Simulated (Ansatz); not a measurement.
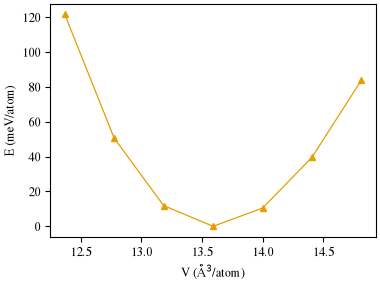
Figure: Rh (fcc (Cu type), Fm-3m) under volume change, plane-wave PAW r²SCAN+D4 (Ansatz code), scaled uniformly.

**Question.** What does a third-order Birch–Murnaghan fit give for V₀, B₀ and B′?

**Answer.** V₀ = 13.59 Å³/atom, B₀ = 292 GPa, B′ = 5.1.

The cell was relaxed with r²SCAN+D4 under the symmetry of its start. The run is not spin-polarised. The pairwise dispersion correction was not fitted to metals.

Potentials: the later of the program's two PAW sets.
